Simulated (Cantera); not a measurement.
A closed system holds: 1 mol SF6, 3.2 mol O2, 0.061 mol H2, held at 7.10 bar.

Cantera equilibrium calculation (NASA polynomials, part measured and part estimated; ideal gas, pure solids and liquids). Candidate condensed phases: H2O, H2SO4, S; 43 gas species. The tables' values for SOF2, SF3 are old estimates; treat these amounts as uncertain. Kinetics and transport are ignored.

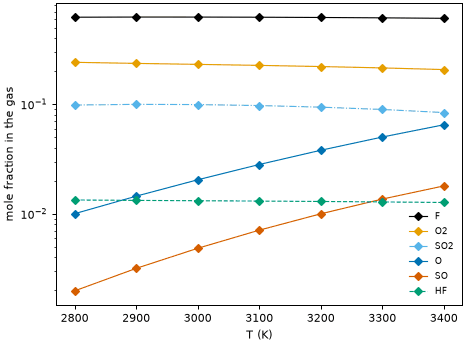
Figure. Equilibrium gas composition (values under 1e-9 drawn at 1e-9)

**Question.** Read off the mole fractions at 3100 K.

**Answer.** F about 0.62, O2 about 0.23, SO2 about 0.097, O about 0.028, HF about 0.013, SO about 0.0071.
